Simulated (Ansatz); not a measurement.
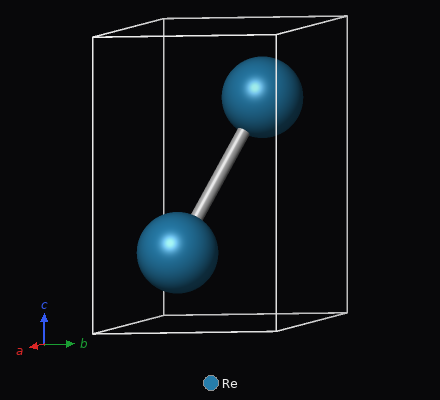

The structure; the drawing may span several cells.

Given this structure, the end point of a relaxation at fixed volume with Ansatz, DFT PBE, spin-orbit coupling, plane waves, PAW, written in its standard cell:

```xyz
2
Lattice="2.7783 0.0000 0.0000 -1.3891 2.4061 0.0000 0.0000 0.0000 4.4814" Properties=species:S:1:pos:R:3 pbc="T T T"
Re    0.0000    1.6040    3.3610
Re    1.3891    0.8020    1.1203
```

Q: Predict the [211] zone-axis pattern (120 kV, kinematic, B = 0.5 Å²).

A: The spots form a centred rectangular net with both shortest vectors at d = 2.12 Å, 80.5° apart. They are 0 1 -1 and -1 1 1. The pattern has symmetry 2mm. A glide plane extinguishes reflections such as 1 1 -3, 2 -1 -3.

Strongest reflections with d > 0.80 Å, one of each family (|F|² from tabulated Gaussian fits of the electron scattering factors, times a small damping for the curvature of the Ewald sphere):

```tsv
hkl	d (Å)	I (strongest = 100)
1 -1 -1	2.120	100
1 -2 0	1.389	57
1 0 -2	1.640	20
2 -3 -1	0.891	13
2 -2 -2	1.060	7
2 0 -4	0.820	3
```

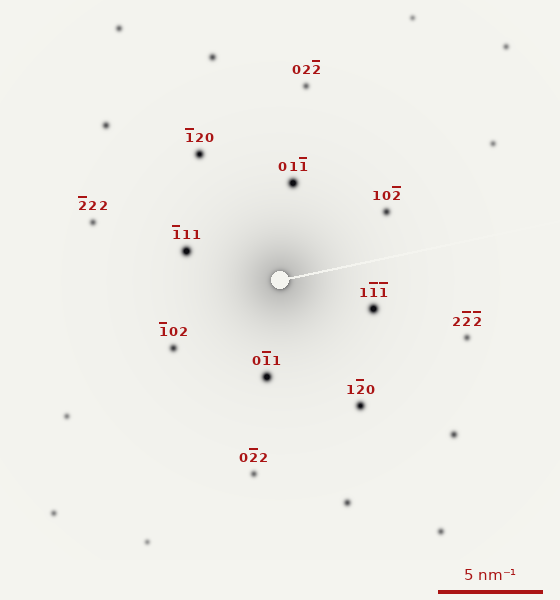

Calculated pattern, seen from the source side with [211] pointing towards the source.
